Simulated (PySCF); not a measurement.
**C₂H₉B₂P: geometry, spin-spin couplings**

What spin-spin couplings should C₂H₉B₂P (`BPB(C)C`) show?

Computed with PySCF 2.14.0, with density-fitted response routines of our own, on a single molecule in the gas phase. Atoms count from 0, in the outputs and in this text.

### 1 The molecule as given

14 atoms, charge 0, multiplicity 1; geometry from: GFN2-xTB. The atoms were then displaced at random by about 0.01 Å, so the start is not that level's minimum.

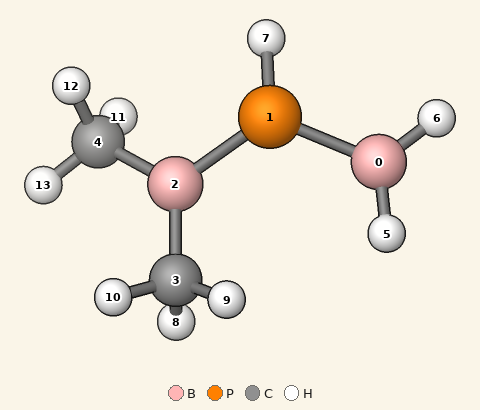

The starting geometry (boron pink, phosphorus orange, carbon grey, hydrogen white), atoms numbered; sticks join atoms by distance.

### 2 Geometry optimisation at PBE0-D3(BJ)/def2-SVP

The job: settings as JSON, then the geometry in Å.

```
{"job": {"xc": "PBE0", "basis": "def2-SVP", "d3": "d3bj", "grid": 1, "shake": 0.01, "kind": "geom"}, "charge": 0, "multiplicity": 1}
B      2.367440    -1.247500     0.114990
P      1.193610    -0.066430     0.870020
B     -0.469300     0.233920     0.101880
C     -1.209210    -0.968410    -0.532710
C     -1.074040     1.684980     0.127320
H      1.920420    -2.192090    -0.382580
H      3.510060    -1.043510     0.177490
H      1.815580     1.153970     1.140590
H     -1.324300    -0.835160    -1.589670
H     -0.780880    -1.942070    -0.345850
H     -2.274440    -1.024130    -0.149620
H     -0.440950     2.396640    -0.406390
H     -1.153030     2.088100     1.146020
H     -2.088110     1.746610    -0.279240
```

Launch:

```bash
$ OMP_NUM_THREADS=1 python probes_run.py task.json out
```

One launch serves the whole session: the jobs run in the order shown.

The program printed:

```text
step   0  E = -472.18298526  max force = 0.028127
step   1  E = -472.18823774  max force = 0.004746
step   2  E = -472.18840635  max force = 0.001016
step   3  E = -472.18845885  max force = 0.001556
step   4  E = -472.18851669  max force = 0.001591
step   5  E = -472.18860097  max force = 0.001295
step   6  E = -472.18867596  max force = 0.001066
step   7  E = -472.18876568  max force = 0.001425
step   8  E = -472.18880688  max force = 0.001679
step   9  E = -472.18882643  max force = 0.000612
step  10  E = -472.18883198  max force = 0.000220
optimisation converged
```

Wall time 42 s (1 thread of Arm Neoverse V2, shared host); peak memory 0.52 GiB.

The steps of the relaxation:

```csv
step,energy from step 0 (eV),largest force component (eV/Å)
0,0.0000,1.4463
1,-0.1429,0.2440
2,-0.1475,0.0522
3,-0.1489,0.0800
4,-0.1505,0.0818
5,-0.1528,0.0666
6,-0.1549,0.0548
7,-0.1573,0.0733
8,-0.1584,0.0863
9,-0.1589,0.0315
10,-0.1591,0.0113
```

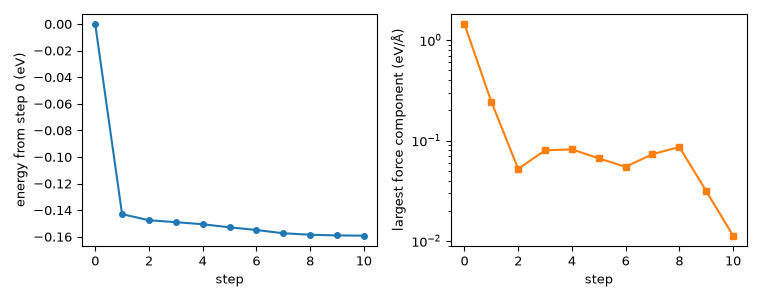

Energy and largest force along the relaxation.

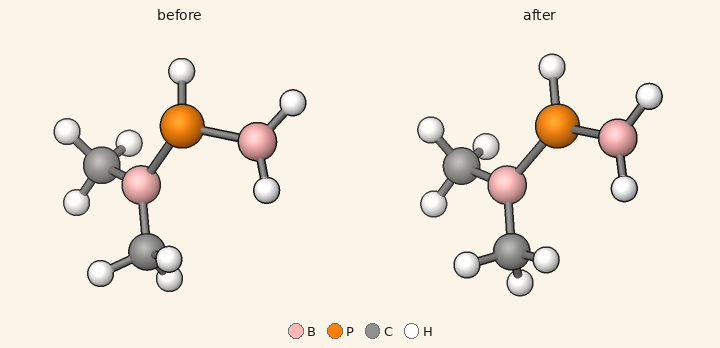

The geometry before (left) and after (right).

Close pairs (by a distance rule), those that changed most:

```csv
bond,before (Å),after (Å),change (Å)
B0–H5,1.157,1.205,+0.048
B0–H6,1.162,1.205,+0.042
C3–H8,1.072,1.104,+0.033
C3–H10,1.133,1.105,-0.028
B2–C3,1.548,1.568,+0.020
C3–H9,1.080,1.098,+0.018
P1–B2,1.856,1.873,+0.017
P1–H7,1.396,1.411,+0.015
```

The end geometry stands in the next job.

| at the end point | value |
| --- | --- |
| point group (found at 0.08 Å tolerance) | C1 |
| rotational constants (GHz, main isotopes) | 6.147, 2.437, 1.785 |
| dipole moment (D) | 1.66 |

### 3 Indirect couplings: B3LYP/cc-pVTZ

The job: settings as JSON, then the geometry in Å.

```
{"job": {"kind": "j", "xc": "B3LYP", "basis": "cc-pVTZ"}, "charge": 0, "multiplicity": 1}
B      2.464238    -1.322553     0.236265
P      1.408333     0.138550     0.455902
B     -0.378916     0.326045    -0.072188
C     -1.122510    -0.933501    -0.636707
C     -1.079678     1.726206     0.084054
H      1.957184    -2.320375    -0.210980
H      3.626553    -1.273460     0.549121
H      2.033141     1.309272     0.936609
H     -1.551170    -0.691911    -1.625058
H     -0.522246    -1.848942    -0.726152
H     -1.989442    -1.146657     0.014894
H     -0.546076     2.497721    -0.497266
H     -1.045708     2.068585     1.132686
H     -2.131072     1.720431    -0.240353
```

With the program's defaults for keys left out, this is: B3LYP/cc-pVTZ indirect spin-spin coupling, non-relativistic, gas phase.

The program printed:

```text
coarse grid: 11552 points
cycle   1  E = -472.7097014371  dE =  1.188e-01  |g| = 4.910e-01  |ddm| = 7.693e+00
cycle   2  E = -472.6839092540  dE =  2.579e-02  |g| = 5.786e-01  |ddm| = 2.079e+00
cycle   3  E = -472.7755451506  dE = -9.164e-02  |g| = 4.167e-02  |ddm| = 1.103e+00
cycle   4  E = -472.7758825117  dE = -3.374e-04  |g| = 2.933e-02  |ddm| = 1.282e-01
cycle   5  E = -472.7761561214  dE = -2.736e-04  |g| = 5.694e-03  |ddm| = 5.666e-02
cycle   6  E = -472.7761652102  dE = -9.089e-06  |g| = 2.510e-03  |ddm| = 1.348e-02
final grid: 105112 points
cycle   7  E = -472.7792715178  dE = -5.456e-05  |g| = 6.946e-03  |ddm| = 9.340e-02
cycle   8  E = -472.7792589033  dE =  1.261e-05  |g| = 9.276e-03  |ddm| = 2.816e-02
cycle   9  E = -472.7792842954  dE = -2.539e-05  |g| = 1.052e-03  |ddm| = 1.655e-02
cycle  10  E = -472.7792846650  dE = -3.696e-07  |g| = 2.423e-04  |ddm| = 2.230e-03
cycle  11  E = -472.7792846822  dE = -1.724e-08  |g| = 6.877e-05  |ddm| = 5.344e-04
cycle  12  E = -472.7792846838  dE = -1.604e-09  |g| = 1.482e-05  |ddm| = 1.425e-04
cycle  13  E = -472.7792846839  dE = -5.855e-11  |g| = 2.555e-06  |ddm| = 2.617e-05
converged SCF energy = -472.7792846839

Indirect spin-spin couplings (Hz)
  i      j    bonds     total        FC       PSO       DSO        SD
  0 B    1 P    1    126.703   144.779   -20.283     0.111     2.097
  0 B    2 B    2      4.751     3.949     0.541    -0.106     0.367
  0 B    3 C    3      0.176     0.193    -0.013    -0.010     0.007
  0 B    4 C    3      2.221     2.001     0.218    -0.088     0.091
  0 B    5 H    1    147.525   147.469    -0.946     0.467     0.535
  0 B    6 H    1    150.047   149.997    -0.935     0.431     0.555
  0 B    7 H    2      7.837     8.966    -0.470    -0.630    -0.029
  0 B   11 H    4     -0.190    -0.040     0.167    -0.305    -0.012
  0 B   13 H    4      1.769     1.882     0.232    -0.340    -0.003
  1 P    2 B    1     85.544    98.616   -14.205     0.219     0.914
  1 P    3 C    2     29.875    30.513    -0.409    -0.004    -0.226
  1 P    4 C    2     15.071    15.910    -0.675    -0.007    -0.158
  1 P    5 H    2     28.585    33.022    -3.917    -0.253    -0.267
  1 P    6 H    2     12.789    16.826    -3.578    -0.299    -0.159
  1 P    7 H    1    300.734   294.261     6.842     0.396    -0.765
  1 P    8 H    3     16.026    16.205     0.202    -0.370    -0.011
  1 P    9 H    3     14.757    15.268    -0.462     0.103    -0.152
  1 P   10 H    3      8.681     8.867     0.159    -0.337    -0.009
  1 P   11 H    3      3.385     3.795    -0.249    -0.026    -0.135
  1 P   12 H    3      6.055     6.473    -0.285    -0.016    -0.117
  1 P   13 H    3     33.652    33.594     0.405    -0.495     0.147
  2 B    3 C    1     52.349    53.823    -1.977     0.207     0.296
  2 B    4 C    1     53.646    54.938    -1.830     0.206     0.333
  2 B    5 H    3      0.155     0.218    -0.013    -0.045    -0.006
  2 B    6 H    3      6.026     6.222     0.224    -0.413    -0.007
  2 B    7 H    2      6.610     7.527    -0.423    -0.436    -0.059
  2 B    8 H    2     -3.575    -3.623    -0.000    -0.127     0.176
  2 B    9 H    2     -5.139    -4.779    -0.185    -0.234     0.059
  2 B   10 H    2     -3.882    -4.002     0.028    -0.106     0.198
  2 B   11 H    2     -4.405    -4.495     0.053    -0.141     0.178
  2 B   12 H    2     -4.334    -4.408     0.046    -0.144     0.172
  2 B   13 H    2     -2.732    -2.405    -0.186    -0.210     0.068
  3 C    4 C    2      2.568     2.772    -0.195    -0.008         -
  3 C    5 H    4      0.578     0.560    -0.097     0.115         -
  3 C    7 H    3      7.178     7.468     0.128    -0.419         -
  3 C    8 H    1    108.053   105.552     1.955     0.547         -
  3 C    9 H    1    121.452   119.247     1.655     0.549         -
  3 C   10 H    1    106.230   103.686     1.993     0.550         -
  3 C   11 H    3      1.729     1.804     0.182    -0.257         -
  3 C   12 H    3      1.914     1.989     0.183    -0.259         -
  3 C   13 H    3      5.170     5.182    -0.059     0.047         -
  4 C    5 H    4     -0.187    -0.143     0.138    -0.182         -
  4 C    6 H    4      0.825     0.874     0.165    -0.214         -
  4 C    7 H    3      0.187     0.200    -0.030     0.017         -
  4 C    8 H    3      1.291     1.338    -0.025    -0.022         -
  4 C    9 H    3      7.900     8.013     0.240    -0.354         -
  4 C   10 H    3      0.920     0.965    -0.014    -0.031         -
  4 C   11 H    1    107.775   105.261     1.972     0.541         -
  4 C   12 H    1    107.853   105.340     1.971     0.541         -
  4 C   13 H    1    117.539   115.243     1.774     0.521         -
  5 H    6 H    2     -3.014    -2.677     1.614    -1.951         -
  5 H    7 H    3     15.652    16.972     1.006    -2.326         -
  5 H    8 H    5     -0.261    -0.247     0.333    -0.347         -
  5 H    9 H    5      0.309    -0.104    -1.576     1.989         -
  5 H   10 H    5     -0.319    -0.300     0.344    -0.363         -
  5 H   11 H    5     -0.587    -0.331     0.483    -0.739         -
  5 H   12 H    5     -0.570    -0.299     0.512    -0.783         -
  5 H   13 H    5     -0.291    -0.115     0.536    -0.711         -
  6 H    7 H    3      2.317     2.540     0.145    -0.368         -
  6 H    8 H    5     -0.504    -0.261     0.627    -0.870         -
  6 H    9 H    5     -0.273    -0.076     0.257    -0.454         -
  6 H   10 H    5     -0.578    -0.325     0.633    -0.886         -
  6 H   11 H    5     -0.624    -0.351     0.397    -0.669         -
  6 H   12 H    5     -0.538    -0.250     0.424    -0.712         -
  6 H   13 H    5      0.553     0.818     0.637    -0.902         -
  7 H    8 H    4      0.741     1.329     0.827    -1.415         -
  7 H   10 H    4     -0.234     0.372     0.818    -1.423         -
  7 H   13 H    4     -0.594    -0.349     0.956    -1.202         -
  8 H    9 H    2    -10.423   -10.547     2.733    -2.609         -
  8 H   10 H    2    -17.260   -17.442     2.536    -2.354         -
  8 H   11 H    4      0.435     0.467     0.417    -0.448         -
  8 H   12 H    4      1.675     1.864     1.170    -1.359         -
  9 H   10 H    2    -11.195   -11.332     2.706    -2.569         -
  9 H   11 H    4      0.268     0.506     1.103    -1.341         -
  9 H   13 H    4      0.186     0.370     1.181    -1.366         -
 10 H   11 H    4      1.753     1.948     1.187    -1.382         -
 10 H   12 H    4      0.696     0.726     0.402    -0.432         -
 11 H   12 H    2    -17.620   -17.838     2.578    -2.361         -
 11 H   13 H    2    -11.276   -11.392     2.735    -2.619         -
 12 H   13 H    2    -11.079   -11.195     2.737    -2.621         -
```

Run time: 40 s. Hardware: 1 thread of Arm Neoverse V2, shared host; peak memory 1 GiB.

This basis has no tight s functions, so the Fermi-contact terms are rough.

Couplings of 1 Hz or more, nine at most for each number of bonds, with means over like pairs (isotopes 11B, 13C, 1H, 31P):

| pair | bonds | J (Hz) | Fermi contact (Hz) |
| --- | --- | --- | --- |
| P1–H7 | 1 | 300.7 | 294.3 |
| B0–H5 | 1 | 148.8 | 148.7 |
| B0–P1 | 1 | 126.7 | 144.8 |
| C3–H8 | 1 | 111.5 | 109.1 |
| P1–B2 | 1 | 85.5 | 98.6 |
| B2–C3 | 1 | 53.0 | 54.4 |
| P1–C3 | 2 | 22.5 | 23.2 |
| P1–H5 | 2 | 20.7 | 24.9 |
| H8–H9 | 2 | -13.1 | -13.3 |
| B0–H7 | 2 | 7.8 | 9.0 |
| B2–H7 | 2 | 6.6 | 7.5 |
| B0–B2 | 2 | 4.8 | 3.9 |
| B2–H8 | 2 | -4.0 | -4.0 |
| H5–H6 | 2 | -3.0 | -2.7 |
| C3–C4 | 2 | 2.6 | 2.8 |
| P1–H8 | 3 | 13.8 | 14.0 |
| H5–H7 | 3 | 9.0 | 9.8 |
| C3–H7 | 3 | 3.7 | 3.8 |
| C3–H11 | 3 | 3.2 | 3.2 |
| B2–H5 | 3 | 3.1 | 3.2 |
| B0–C3 | 3 | 1.2 | 1.1 |

The spin-dipole term was solved for some atoms only; pairs without it lack that part.

Quadrupole couplings from the field gradients of the same density:

```
atom  isotope  eQq/h (MHz)     η
  B2      11B        4.751  0.38
  B0      11B        4.532  0.27
```

### 4 J couplings: B3LYP/6-31G*

The job, as its differences from that of step 3:

```diff
@@ -1,2 +1,2 @@
-{"job": {"kind": "j", "xc": "B3LYP", "basis": "cc-pVTZ"}, "charge": 0, "multiplicity": 1}
+{"job": {"kind": "j", "xc": "B3LYP", "basis": "6-31G*"}, "charge": 0, "multiplicity": 1}
 B      2.464238    -1.322553     0.236265
```

With the program's defaults for keys left out, this is: B3LYP/6-31G* indirect spin-spin coupling, non-relativistic, gas phase.

The program printed:

```text
coarse grid: 11552 points
cycle   1  E = -472.6743964091  dE =  1.325e-01  |g| = 4.720e-01  |ddm| = 3.171e+00
cycle   2  E = -472.6584032946  dE =  1.599e-02  |g| = 5.312e-01  |ddm| = 9.995e-01
cycle   3  E = -472.7383542248  dE = -7.995e-02  |g| = 3.461e-02  |ddm| = 5.551e-01
cycle   4  E = -472.7386674522  dE = -3.132e-04  |g| = 1.948e-02  |ddm| = 7.808e-02
cycle   5  E = -472.7387996461  dE = -1.322e-04  |g| = 4.806e-03  |ddm| = 2.893e-02
cycle   6  E = -472.7388071588  dE = -7.513e-06  |g| = 1.341e-03  |ddm| = 7.904e-03
final grid: 105112 points
cycle   7  E = -472.6895614719  dE = -1.219e-05  |g| = 5.809e-03  |ddm| = 1.795e-02
cycle   8  E = -472.6895573205  dE =  4.151e-06  |g| = 6.973e-03  |ddm| = 1.112e-02
cycle   9  E = -472.6895707473  dE = -1.343e-05  |g| = 4.662e-04  |ddm| = 6.390e-03
cycle  10  E = -472.6895708247  dE = -7.740e-08  |g| = 1.187e-04  |ddm| = 7.777e-04
cycle  11  E = -472.6895708293  dE = -4.627e-09  |g| = 4.380e-05  |ddm| = 1.862e-04
cycle  12  E = -472.6895708300  dE = -6.793e-10  |g| = 8.392e-06  |ddm| = 6.769e-05
converged SCF energy = -472.6895708300

Indirect spin-spin couplings (Hz)
  i      j    bonds     total        FC       PSO       DSO        SD
  0 B    1 P    1    132.534   148.453   -17.983     0.114     1.949
  0 B    2 B    2      5.301     4.704     0.413    -0.105     0.290
  0 B    3 C    3     -0.253    -0.232    -0.014    -0.010     0.003
  0 B    4 C    3      1.848     1.692     0.173    -0.088     0.071
  0 B    5 H    1    163.446   163.631    -1.158     0.534     0.439
  0 B    6 H    1    162.859   163.054    -1.151     0.499     0.457
  0 B    7 H    2      6.106     7.274    -0.502    -0.618    -0.048
  0 B    8 H    4      0.271     0.427     0.083    -0.221    -0.018
  0 B   10 H    4      0.455     0.624     0.079    -0.227    -0.021
  0 B   11 H    4      0.428     0.632     0.109    -0.304    -0.009
  0 B   12 H    4      0.544     0.759     0.117    -0.327    -0.005
  0 B   13 H    4      2.002     2.186     0.160    -0.339    -0.005
  1 P    2 B    1    112.942   124.304   -12.396     0.223     0.810
  1 P    3 C    2     22.846    23.356    -0.288    -0.004    -0.217
  1 P    4 C    2     13.277    14.020    -0.585    -0.007    -0.152
  1 P    5 H    2     19.967    24.064    -3.553    -0.241    -0.303
  1 P    6 H    2      4.181     8.041    -3.379    -0.286    -0.195
  1 P    7 H    1    354.636   348.605     4.724     0.483     0.824
  1 P    8 H    3     14.209    14.428     0.160    -0.365    -0.014
  1 P    9 H    3     13.645    13.989    -0.275     0.105    -0.174
  1 P   10 H    3      7.857     8.056     0.144    -0.332    -0.011
  1 P   11 H    3      2.415     2.814    -0.245    -0.021    -0.132
  1 P   12 H    3      4.544     4.929    -0.255    -0.011    -0.119
  1 P   13 H    3     29.597    29.622     0.324    -0.489     0.138
  2 B    3 C    1     69.099    70.219    -1.606     0.207     0.279
  2 B    4 C    1     67.924    68.884    -1.474     0.205     0.310
  2 B    5 H    3     -0.147    -0.045    -0.049    -0.042    -0.011
  2 B    6 H    3      5.715     5.994     0.131    -0.409    -0.001
  2 B    7 H    2      7.337     8.279    -0.464    -0.422    -0.056
  2 B    8 H    2     -2.498    -2.459    -0.056    -0.116     0.132
  2 B    9 H    2     -5.362    -4.944    -0.250    -0.222     0.054
  2 B   10 H    2     -2.387    -2.416    -0.026    -0.094     0.149
  2 B   11 H    2     -3.320    -3.315    -0.013    -0.129     0.137
  2 B   12 H    2     -3.295    -3.274    -0.021    -0.132     0.132
  2 B   13 H    2     -3.816    -3.431    -0.240    -0.200     0.054
  3 C    4 C    2      1.482     1.624    -0.133    -0.009         -
  3 C    5 H    4      0.706     0.670    -0.078     0.114         -
  3 C    7 H    3      6.741     7.067     0.089    -0.415         -
  3 C    8 H    1    134.832   132.782     1.437     0.613         -
  3 C    9 H    1    144.644   142.846     1.180     0.618         -
  3 C   10 H    1    133.257   131.169     1.471     0.617         -
  3 C   11 H    3      1.607     1.716     0.145    -0.255         -
  3 C   12 H    3      1.769     1.880     0.146    -0.256         -
  3 C   13 H    3      4.488     4.472    -0.032     0.048         -
  4 C    5 H    4     -0.202    -0.134     0.115    -0.182         -
  4 C    6 H    4      0.869     0.954     0.127    -0.213         -
  4 C    7 H    3      0.278     0.277    -0.019     0.019         -
  4 C    8 H    3      1.263     1.290    -0.006    -0.021         -
  4 C    9 H    3      7.173     7.329     0.195    -0.351         -
  4 C   10 H    3      0.931     0.957     0.003    -0.029         -
  4 C   11 H    1    134.204   132.149     1.447     0.608         -
  4 C   12 H    1    134.153   132.098     1.447     0.609         -
  4 C   13 H    1    141.674   139.795     1.290     0.589         -
  5 H    6 H    2     -4.666    -3.628     0.819    -1.856         -
  5 H    7 H    3     14.928    16.699     0.518    -2.289         -
  5 H    8 H    5     -0.402    -0.266     0.204    -0.339         -
  5 H    9 H    5      0.904    -0.054    -1.000     1.957         -
  5 H   10 H    5     -0.474    -0.331     0.212    -0.355         -
  5 H   11 H    5     -0.783    -0.360     0.308    -0.731         -
  5 H   12 H    5     -0.767    -0.322     0.329    -0.775         -
  5 H   13 H    5     -0.448    -0.112     0.369    -0.704         -
  6 H    7 H    3      2.747     3.154    -0.068    -0.339         -
  6 H    8 H    5     -0.738    -0.283     0.403    -0.858         -
  6 H    9 H    5     -0.354    -0.057     0.150    -0.446         -
  6 H   10 H    5     -0.820    -0.354     0.407    -0.873         -
  6 H   11 H    5     -0.804    -0.388     0.245    -0.662         -
  6 H   12 H    5     -0.726    -0.286     0.265    -0.705         -
  6 H   13 H    5      0.311     0.776     0.427    -0.892         -
  7 H    8 H    4      0.460     1.333     0.522    -1.396         -
  7 H    9 H    4     -0.419     0.885     0.443    -1.747         -
  7 H   10 H    4     -0.471     0.419     0.513    -1.404         -
  7 H   11 H    4      0.167    -0.118    -0.293     0.579         -
  7 H   12 H    4      0.235    -0.048    -0.293     0.576         -
  7 H   13 H    4     -0.834    -0.295     0.641    -1.181         -
  8 H    9 H    2    -14.462   -13.516     1.542    -2.489         -
  8 H   10 H    2    -20.996   -20.217     1.454    -2.233         -
  8 H   11 H    4      0.255     0.457     0.229    -0.431         -
  8 H   12 H    4      1.214     1.751     0.800    -1.337         -
  9 H   10 H    2    -15.201   -14.277     1.526    -2.450         -
  9 H   12 H    4     -0.314     0.263     0.770    -1.347         -
  9 H   13 H    4     -0.188     0.335     0.822    -1.345         -
 10 H   11 H    4      1.293     1.840     0.814    -1.360         -
 10 H   12 H    4      0.510     0.708     0.218    -0.415         -
 11 H   12 H    2    -21.365   -20.622     1.497    -2.240         -
 11 H   13 H    2    -15.298   -14.335     1.536    -2.499         -
 12 H   13 H    2    -15.136   -14.172     1.538    -2.502         -
```

Run time: 8.2 s. Hardware: 1 thread of Arm Neoverse V2, shared host; peak memory 0.55 GiB.

The basis is not made for couplings: without tight functions at the nuclei these values are rough.

Key values: J(P1,H7) 354.6 Hz, J(B0,H5) 163.2 Hz, J(C3,H8) 137.1 Hz (means over like pairs).

### 5 Side by side: spin-spin couplings

Couplings (Hz), each a mean over the pairs like the one named, with basis size and wall time:

```
          run  P1–H7  B0–H5  B0–P1  C3–H8  P1–B2  B2–C3  P1–C3  functions   time
B3LYP/cc-pVTZ  300.7  148.8  126.7  111.5   85.5   53.0   22.5        280   40 s
 B3LYP/6-31G*  354.6  163.2  132.5  137.1  112.9   68.5   18.1         92  8.2 s
```

### 6 Results

| quantity | value |
| --- | --- |
| point group | C1 |
| rotational constants (main isotopes) | 6.15, 2.44, 1.79 GHz |
| largest coupling of the table (B3LYP/cc-pVTZ) | ¹J(P,H) P1–H7, 300.7 Hz |
| range of J(P1,H7), mean over like pairs | 300.7 to 354.6 Hz |

What this shows: Over 10 steps the energy fell by 0.159 eV; of the close pairs, B0–H5 changed most, 1.157 to 1.205 Å. No frequency check was run at this level, so the end point may be a saddle. In the run at B3LYP/cc-pVTZ, the largest coupling of the table is P1–H7, 300.7 Hz, of which the Fermi-contact term gives 294.3 Hz. Couplings across rotatable bonds belong to this one conformer; where others are populated, the observed values are averages. The coupling P1–H7, as a mean over pairs of its kind, runs from 300.7 Hz (B3LYP/cc-pVTZ) to 354.6 Hz (B3LYP/6-31G*). Couplings from bases without tight functions are rough.
